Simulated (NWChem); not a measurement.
# BH2Br (SMILES [H]B([H])Br) at FT97/x2c-TZVPall-2c (sfX2C)

Aim: the vertical singlet–triplet gap of BH2Br at FT97/x2c-TZVPall-2c (sfX2C), from 2 runs. 

The calculation is run with NWChem 7.3.0.

## Step 1: The system as given

BH2Br: 4 atoms, total charge 0, spin state singlet. As SMILES, `[H]B([H])Br`. Geometry: relaxed at GFN2-xTB.

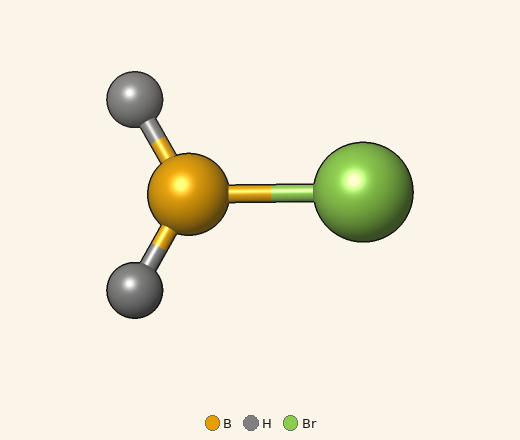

The structure, seen from a chosen angle (boron amber, hydrogen grey, bromine green).

## Step 2: The energy at FT97/x2c-TZVPall-2c (sfX2C)

bbrh2.nw

```
start bbrh2
title "BH2Br"
memory 2200 mb

geometry units bohr noautoz
B   0.17204067  0.28519747 -0.00081258
H   2.38073366  0.20611243  0.02885612
H  -0.92621147  2.20294823 -0.03613156
Br -1.62656286 -2.69425812  0.00808803
end

basis spherical
B library x2c-TZVPall-2c
H library x2c-TZVPall-2c
Br library x2c-TZVPall-2c
end

relativistic
x2c on
end

dft
xc ft97
grid fine
iterations 100
noprint "final vectors analysis"
end

task dft energy
```

Command:

```sh
$ nwchem bbrh2.nw > bbrh2.out
```

The log of the run:

```text
[...]
 Group name             C2v
[...]
          Wavefunction type:  closed shell.
          No. of atoms     :     4
          No. of electrons :    42
[...]
          Charge           :     0
          Spin multiplicity:     1
[...]
          AO basis - number of functions:    97
[...]
              XC Information
              --------------
           Filatov Thiel 1997 Method XC Functional
                        Slater Exchange Functional  1.000 local
            Filatov Thiel 1997 Method X Functional  1.000 non-local
            Filatov Thiel 1997 Method C Functional  1.000
[...]
 d= 0,ls=0.0,diis     1  -2631.7801406332 -2.70D+03  1.84D-01  7.61D+02     1.6
[...]
 d= 0,ls=0.0,diis    10  -2632.5114991332 -1.25D-07  1.69D-06  7.07D-08     9.0
         Total DFT energy =    -2632.511499133184
      One electron energy =    -3794.071516352742
           Coulomb energy =     1190.236570184481
    Exchange-Corr. energy =      -97.893224576985
 Nuclear repulsion energy =       69.216671612063
[...]
```

Run time: 9.6 s. Hardware: 1 thread of AMD EPYC 9R05 (Zen 5), shared host; peak memory 0.12 GiB.

## Step 3: The triplet at the same level

bbrh2.nw

```
start bbrh2
title "BBrH2 energy"
memory stack 880 mb heap 220 mb global 1100 mb
charge 0

geometry units angstroms noautosym nocenter noautoz
 B      0.091040     0.150920    -0.000430
 H      1.259830     0.109070     0.015270
 H     -0.490130     1.165750    -0.019120
 Br    -0.860740    -1.425740     0.004280
end

basis spherical
 * library x2c-TZVPall-2c
end

relativistic
 x2c on
end

dft
 xc ft97
 mult 3
 grid fine
 iterations 150
 print low
end

task dft energy
```

Command:

```sh
$ nwchem bbrh2.nw > bbrh2.out
```

The log of the run:

```text
[...]
 d= 0,ls=0.0,diis     1  -2631.6245700048 -2.70D+03  9.19D-02  1.91D+02     2.1
[...]
 d= 0,ls=0.0,diis    12  -2632.3595617347 -2.03D-07  2.24D-07  1.02D-09    16.6
[...]
         Total DFT energy =    -2632.359561734722
      One electron energy =    -3792.740615210211
           Coulomb energy =     1189.007093549534
    Exchange-Corr. energy =      -97.842716544247
 Nuclear repulsion energy =       69.216676470202
[...]
      <S2> =      2.0059 (Exact =     2.0000)
[...]
```

It took 17 s on 1 thread of AMD EPYC 9R05 (Zen 5), shared host; peak memory 0.13 GiB.

## Step 4: Outcome

At FT97/x2c-TZVPall-2c (sfX2C):

```
                                        quantity           value
                           singlet: total energy  -2632.51150 Eh
                          singlet: dipole moment          0.14 D
                           triplet: total energy  -2632.35956 Eh
                                   triplet: ⟨S²⟩           2.006
vertical energy of the triplet above the singlet        4.134 eV
```

At this shape the triplet lies 4.13 eV (399 kJ/mol) above the singlet.
